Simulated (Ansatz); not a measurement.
CH₂ClNOSi (SMILES O[SiH]1N=C1Cl)

```json
{"atom": "O", "x (Å)": "-0.5549", "y (Å)": "-0.8307", "z (Å)": "1.5302"}
{"atom": "Si", "x (Å)": "0.3976", "y (Å)": "-0.4937", "z (Å)": "0.2605"}
{"atom": "N", "x (Å)": "-0.2577", "y (Å)": "-0.2869", "z (Å)": "-1.3713"}
{"atom": "C", "x (Å)": "0.1582", "y (Å)": "0.8219", "z (Å)": "-0.8906"}
{"atom": "Cl", "x (Å)": "0.0931", "y (Å)": "2.3795", "z (Å)": "-1.6113"}
{"atom": "H", "x (Å)": "-1.4438", "y (Å)": "-0.4694", "z (Å)": "1.5504"}
{"atom": "H", "x (Å)": "1.6687", "y (Å)": "-1.1888", "z (Å)": "0.4861"}
```

Geometry: PBE0-D4/def2-TZVP.

Computed with RKS PBE0-D4/def2-TZVPP in Ansatz.

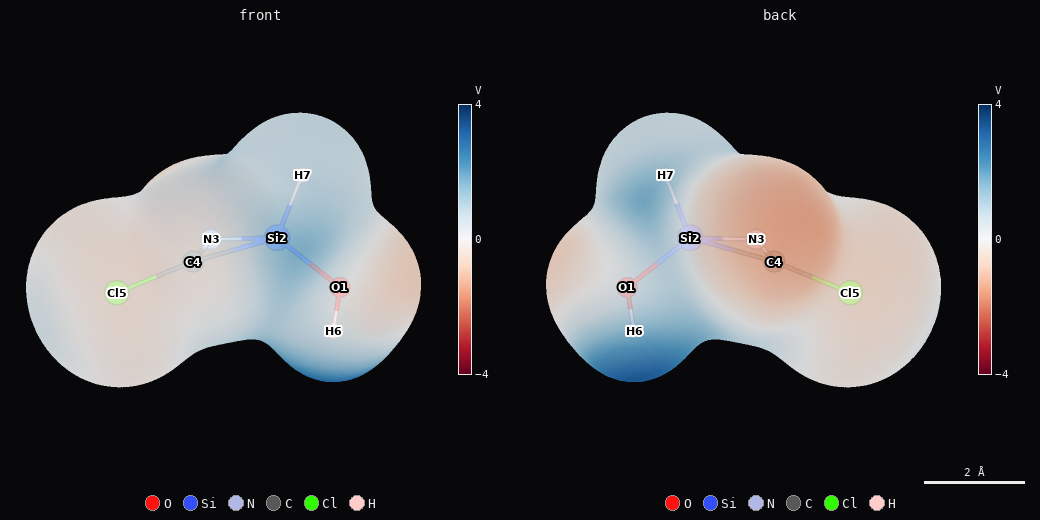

Figure 1. The molecular electrostatic potential painted on the density surface at 0.002 e/bohr³, seen from the front and from behind; the colour scale runs from red (negative) to blue (positive).

Q: Describe the electrostatic potential map.

A: The most negative region (about −1.6 V) lies over N3, the most positive (about +3.2 V) over H6. Cl5 shows a σ-hole: about +0.6 V at the tip opposite its bond, against about −0.4 V on its flanks. N3 is the likeliest acceptor of a hydrogen bond.

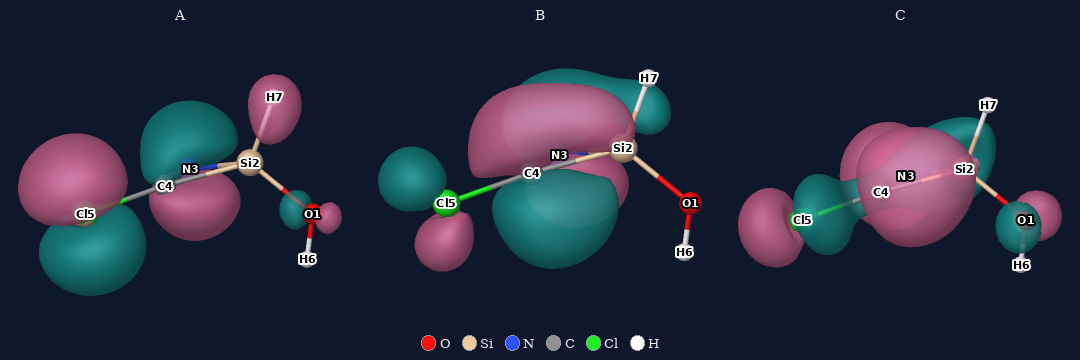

Figure 2. Three frontier orbitals at ±0.1 Å⁻³ᐟ² (teal and pink are the two phases), in no order.

Q: Order the three orbitals by energy and name them.

A: A is the HOMO−1 (−8.96 eV). Its weight (Hirshfeld) is mainly on Cl5 (about 55 %), N3 (about 25 %) and C4 (about 10 %). C is the HOMO (−7.11 eV). It lies mainly on N3 (about 40 %), C4 (about 20 %), Si2 (about 20 %) and Cl5 (about 15 %). B is the LUMO (−0.97 eV). Its weight (Hirshfeld) is mainly on C4 (about 35 %), N3 (about 35 %), Si2 (about 15 %) and Cl5 (about 10 %); π-antibonding (π*) across C4–N3.

Q: What is the HOMO–LUMO gap?

A: 6.14 eV between the orbital energies.

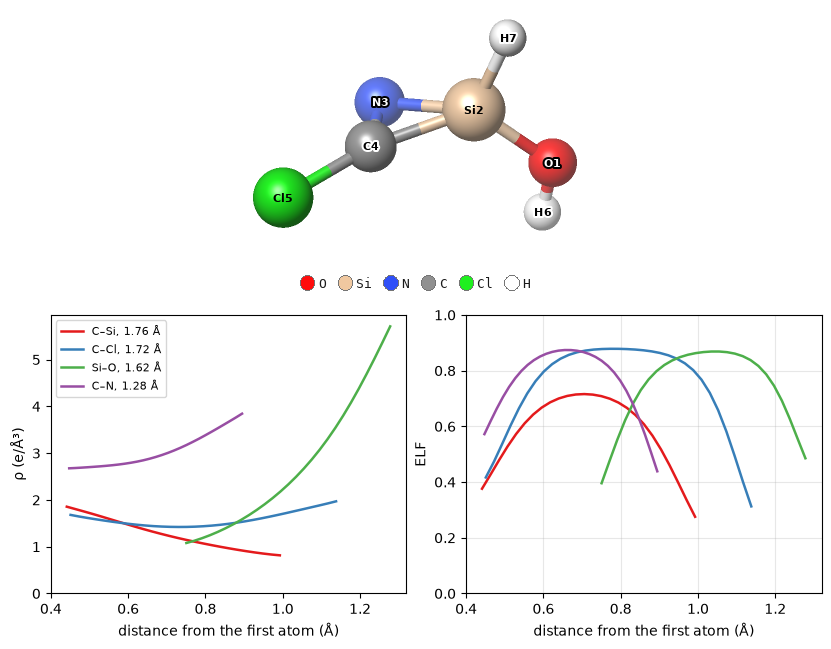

Figure 3. Electron density and ELF along straight lines between neighbouring atoms. The curves leave out the atomic cores. The structure is drawn too.

Q: What can be read from the curves?

A: C–Si (1.76 Å): ρ is about 0.94 e/Å³ halfway; the ELF peaks at about 0.70 between the atoms.
C–Cl (1.72 Å): ρ at the midpoint is about 1.5 e/Å³; the ELF peaks at about 0.90 between the atoms (a covalent bond).
Si–O (1.62 Å): ρ at the midpoint is about 1.2 e/Å³; the ELF peaks at about 0.85 between the atoms (a short, strongly polar bond).
C–N (1.28 Å): ρ is about 2.8 e/Å³ halfway; the ELF peaks at about 0.85 between the atoms: a covalent bond.

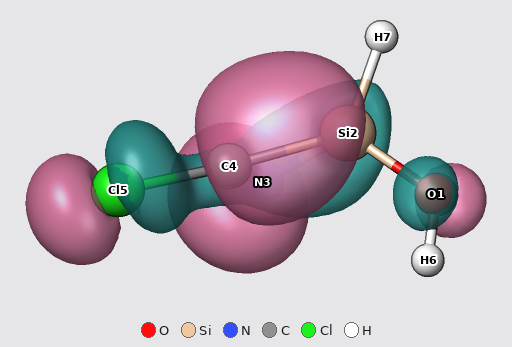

Figure 4. The HOMO at ±0.1 Å⁻³ᐟ² (teal and pink are the two phases), seen at a tilt.

Q: What is the character of this orbital?

A: By Hirshfeld shares it lies mainly on N3 (about 40 %), C4 (about 20 %), Si2 (about 20 %) and Cl5 (about 15 %). Its energy is −7.11 eV.
